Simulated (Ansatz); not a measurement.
## Converging the plane-wave cutoff: CaPd (P4mm, 2 atoms in the cell)

```
CELL_PARAMETERS angstrom
      3.51621     0.00000     0.00000
      0.00000     3.51621     0.00000
      0.00000     0.00000     3.51621
ATOMIC_POSITIONS crystal
  Ca 0.00000 0.00000 0.01422
  Pd 0.50000 0.50000 0.50000
```

Level of theory: LDA (PW92), default PAW files made with PBE (plane waves; Ansatz, a first-principles code).

Base settings: basis.ecutwfc = 420 eV; kpoints.mp_grid.grid = 9 9 9; hamiltonian.xc = lda; hamiltonian.pseudopotentials = {kind: paw} (the program's default PAW files); scf.occupations.method = fermi_dirac; scf.occupations.width = 0.1 eV.

The second cell is the first with its lattice scaled by 0.98.

The mesh stays at the base's, so the ladder's end is converged at best in this setting alone.

The first pressure column holds Ansatz's estimate of the finite-basis (Pulay) stress, which hides part of the cutoff error; the other is without it.

Only quantities that move along the ladder and can be compared are tabulated.

The count of work is k-points × plane waves × bands × iterations; it is no time. 

The starting cell comes from a database of computed structures (which also holds hypothetical and non-ambient phases and stackings), without a prior relaxation at this level. Its lattice was rescaled by up to half a per cent. One atom was moved a little off its site on purpose. Spin polarisation is off. In the base run, with a pressure of about -5 GPa the cell is away from its equilibrium volume at this level.

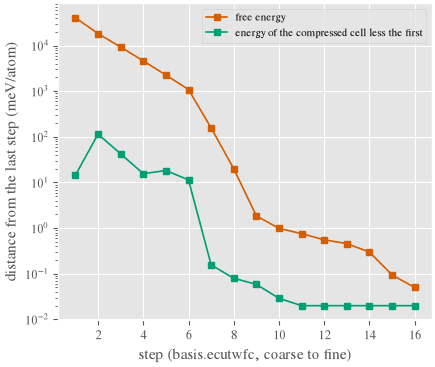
Figure: Distance from the last step along the ladder; very small values are drawn at a floor.

```csv
basis.ecutwfc,free energy less the last step's (meV/atom),energy of the compressed cell less the first (meV/atom),pressure (GPa),pressure without the Pulay estimate (GPa),largest difference of a force vector from the last step's (eV/Å),count of work / last
145 eV,40692.04,-45.33,-5.56,-901.15,0.211,0.061
170 eV,18251.20,83.34,3.61,-502.02,0.159,0.073
190 eV,9262.74,11.46,-2.38,-299.59,0.165,0.090
210 eV,4608.49,-15.34,-6.70,-174.43,0.128,0.096
230 eV,2256.34,-49.20,-8.64,-100.28,0.020,0.092
250 eV,1085.75,-42.30,-5.45,-57.54,0.042,0.12
295 eV,156.55,-30.76,-5.19,-15.87,0.001,0.13
335 eV,19.91,-30.99,-5.41,-7.22,0.001,0.17
380 eV,1.85,-30.86,-5.41,-5.54,0.000,0.23
420 eV,0.99,-30.89,-5.41,-5.42,0.000,0.27
460 eV,0.75,-30.90,-5.41,-5.42,0.000,0.30
505 eV,0.55,-30.90,-5.41,-5.42,0.000,0.36
565 eV,0.46,-30.90,-5.41,-5.42,0.000,0.43
630 eV,0.30,-30.90,-5.41,-5.42,0.000,0.49
735 eV,0.09,-30.91,-5.41,-5.42,0.000,0.61
840 eV,0.05,-30.91,-5.41,-5.41,0.000,0.77
1010 eV,0.00,-30.91,-5.41,-5.41,0.000,1.0
```

Coarsest basis.ecutwfc that holds the forces within 0.005 eV/Å of the last step, with all finer ones: 295 eV, at 0.13 of the last step's count of work; the step before is off by 0.042 eV/Å.

Coarsest basis.ecutwfc that holds the free energy within 5 meV/atom of the last step, with all finer ones: 380 eV, at 0.23 of the last step's count of work; the step before is off by 20 meV/atom.

Coarsest basis.ecutwfc that holds the pressure within 0.2 GPa of the last step, with all finer ones: 335 eV, at 0.17 of the last step's count of work; the step before is off by 0.22 GPa.

The energy difference between the two cells stays within 1 meV/atom of the last step's from 295 eV on, the total only from 420 eV on: much of the error is common to both cells and cancels.

At the lowest cutoff the pressure without the Pulay estimate lies 896 GPa under the last step's, the usual sign of Pulay stress in an incomplete plane-wave basis.

Keys are those of Ansatz 0.2.
